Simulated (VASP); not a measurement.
Energy against volume of LiCl (rock salt). Computed with rev-vdW-DF2, VASP's PBE PAW potentials (set 64) (plane waves; VASP).

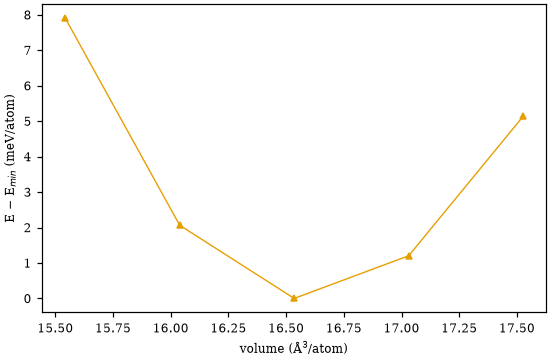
Figure. Energy against volume

Task: Estimate the equilibrium volume and the bulk modulus.

Result: The minimum lies near 16.6 Å³/atom, and the curvature gives B0 of about 34 GPa.

The compound is LiCl in the rock salt structure. It was relaxed first.
